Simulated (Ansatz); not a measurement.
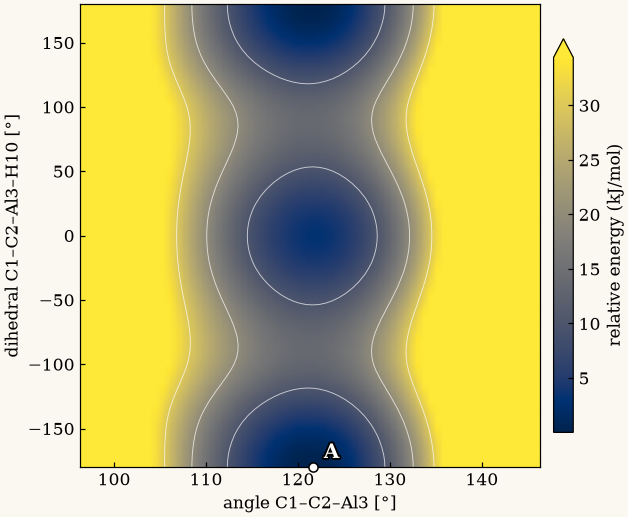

C₃H₅AlClF, SMILES C[C]([AlH2])=C(F)Cl. Coordinates scanned: (1) angle C1–C2–Al3; (2) dihedral C1–C2–Al3–H10. Nothing is relaxed (all other coordinates rigid). The scan uses a 9 × 9 grid. Points are written as (first, second). All energies are given in kJ/mol relative to the lowest grid point. These are results of RKS B3LYP-D4/def2-SVP (Ansatz), not measurements.

The picture shows a smooth colour map with a few white contour lines, one colour for all values above the top of the scale, the point A. Between grid points the surface is interpolated.

> What is the easiest way out of the well at A, and how high is the barrier?

The easiest path leads from the well at (121.3°, −180°) to the well at about (122°, 0°), about 3.2 kJ/mol higher. Its highest point lies about 14 kJ/mol above the bottom of the first well on the interpolated surface, at about (121°, −90°). Seen from the upper well the barrier is about 11 kJ/mol. The start is the relaxed structure and all else is held, so a fully relaxed path at this level can only be lower.

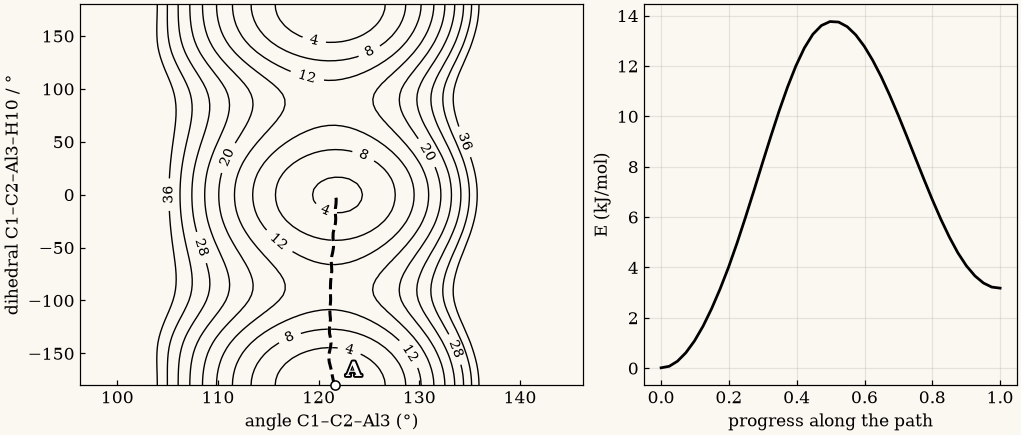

In the figure: contour lines labelled in kJ/mol (none above 36), a line along the lowest path, the energy along the path at the right. Between grid points the surface is interpolated.
